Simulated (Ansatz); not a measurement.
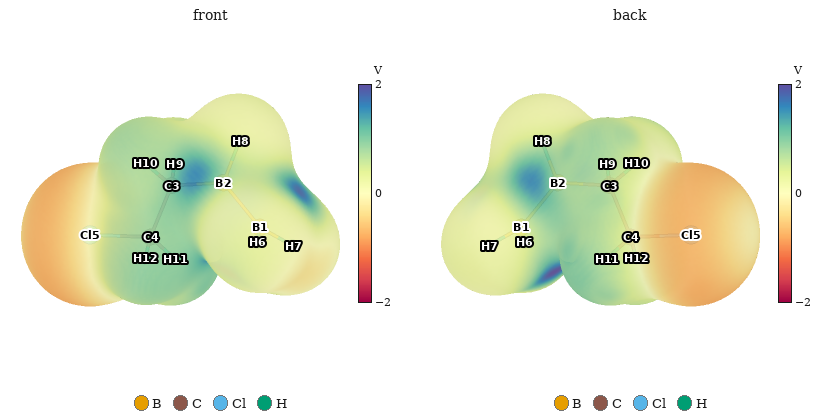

The picture shows: C$_{2}$H$_{7}$B$_{2}$Cl. The electrostatic potential painted on the density surface at 0.002 e/bohr³, seen from the front and from behind; the colour scale runs from red (negative) to blue (positive).

These are results of Ansatz 0.2.0, RKS B3LYP/def2-SVP, not measurements.

Input

```
crystal:
  periodic: [false, false, false]
  atoms:
    - { symbol: B, position_ang: [-0.6064, 1.7828, 0.7111] }
    - { symbol: B, position_ang: [-0.9835, 0.1986, 0.6185] }
    - { symbol: C, position_ang: [0.1463, -0.8564, 0.3188] }
    - { symbol: C, position_ang: [0.7886, -0.721, -1.0961] }
    - { symbol: Cl, position_ang: [1.9811, -1.9608, -1.3947] }
    - { symbol: H, position_ang: [0.4415, 2.2393, 0.5079] }
    - { symbol: H, position_ang: [-1.4943, 2.5923, 0.9542] }
    - { symbol: H, position_ang: [-2.0345, -0.1616, 0.8493] }
    - { symbol: H, position_ang: [-0.2294, -1.8615, 0.5239] }
    - { symbol: H, position_ang: [1.0046, -0.6979, 1.085] }
    - { symbol: H, position_ang: [-0.1133, -0.8918, -1.8069] }
    - { symbol: H, position_ang: [1.1761, 0.2827, -1.2371] }
basis:
  gaussian: { orbitals: def2-SVP }
hamiltonian:
  xc: b3lyp
relax:
  f_tol: 0.02
  max_steps: 50
output:
  orbitals: {}
```

Run with:

```sh
ansatz run input.yaml --threads 2 --pin off --max-ram 3072MiB --backend cpu --events-out ev --progress --plain --runs-dir out
```

The fields are those of the relaxed geometry.

> Where is the surface potential most negative and most positive?

The most negative region (about −0.8 V) lies over Cl5, the most positive (about +1.8 V) over B1.
